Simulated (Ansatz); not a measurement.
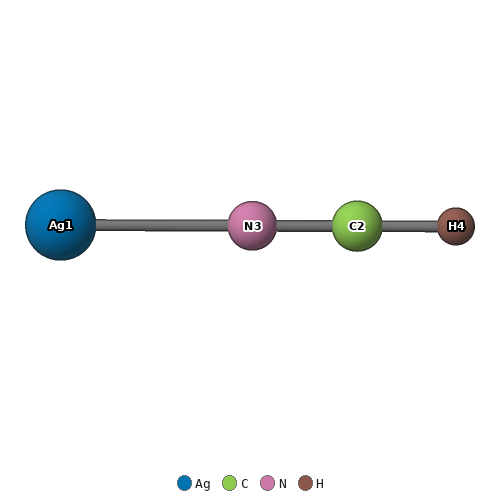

The system is CHAgN, charge +1; the picture shows the reference structure. The first coordinate is: separation of N3 and Ag1 along their line in the relaxed pair; the second: sideways slip of Ag1. Nothing is relaxed (both partners rigid). The grid has 15 × 15 points; 210 points were computed and 15 follow by symmetry. Points are written as (first, second). Energies are in kJ/mol, from the ion and the molecule far apart, frozen as in the relaxed pair, each in its own basis (no counterpoise correction). All numbers below come from Ansatz 0.2.0, RKS PBE-D4/def2-TZVPD.

Its coordinates:

```csv
atom,x (Å),y (Å),z (Å)
Ag,-0.6880,0.6962,-2.2160
C,0.2359,-0.2387,0.7597
N,-0.0912,0.0918,-0.2933
H,0.5433,-0.5493,1.7496
```

Range: separation of N3 and Ag1 along their line in the relaxed pair from 1.766 to 4.366 Å; sideways slip of Ag1 from −2.200 to 2.200 Å.

What landscape does the calculation give?

The lowest grid point is at (2.067 Å, 0.000 Å), −177 kJ/mol from the ion and the molecule far apart, frozen as in the relaxed pair, each in its own basis (no counterpoise correction). No other kind of well shows on this grid. The highest grid point, (4.366 Å, 2.200 Å), lies 148 kJ/mol above the lowest.

```tsv
second ↓, first →	1.766	1.830	1.936	2.067	2.216	2.381	2.560	2.751	2.953	3.166	3.389	3.621	3.861	4.109	4.366
2.200	−102	−99	−94	−88	−82	−75	−68	−62	−55	−49	−44	−39	−35	−32	−29
1.886	−126	−122	−116	−108	−100	−91	−81	−73	−64	−57	−50	−44	−39	−35	−31
1.571	−148	−145	−138	−130	−119	−107	−96	−84	−74	−64	−56	−49	−43	−38	−33
1.257	−164	−163	−158	−149	−138	−124	−110	−96	−83	−72	−62	−53	−46	−40	−35
0.943	−164	−169	−170	−164	−154	−139	−123	−107	−92	−79	−67	−57	−49	−43	−37
0.629	−145	−160	−172	−173	−165	−151	−134	−116	−99	−84	−71	−60	−52	−44	−38
0.314	−116	−143	−167	−176	−171	−158	−140	−122	−104	−88	−74	−63	−53	−46	−39
0.000	−102	−134	−164	−177	−173	−160	−143	−124	−105	−89	−75	−63	−54	−46	−40
−0.314	−116	−143	−167	−176	−171	−158	−140	−122	−104	−88	−74	−63	−53	−46	−39
−0.629	−145	−160	−172	−173	−165	−151	−134	−116	−99	−84	−71	−60	−52	−44	−38
−0.943	−164	−169	−170	−164	−154	−139	−123	−107	−92	−79	−67	−57	−49	−43	−37
−1.257	−164	−163	−158	−149	−138	−124	−110	−96	−83	−72	−62	−53	−46	−40	−35
−1.571	−148	−145	−138	−130	−119	−107	−96	−84	−74	−64	−56	−49	−43	−38	−33
−1.886	−126	−122	−116	−108	−100	−91	−81	−73	−64	−57	−50	−44	−39	−35	−31
−2.200	−102	−99	−94	−88	−82	−75	−68	−62	−55	−49	−44	−39	−35	−32	−29
```

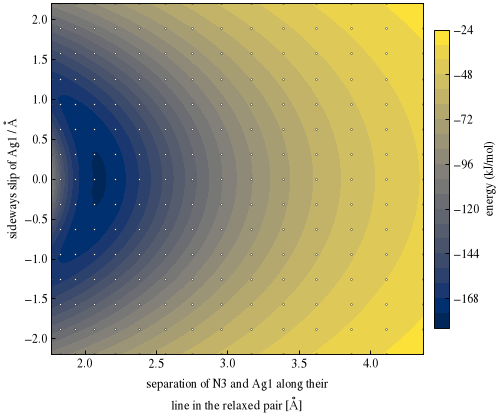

Drawn: filled contours, dots at the grid points. Between grid points the surface is interpolated.

Time for the 210 points that were run: 15 min on 1 thread of Arm Neoverse N1 (shared host).
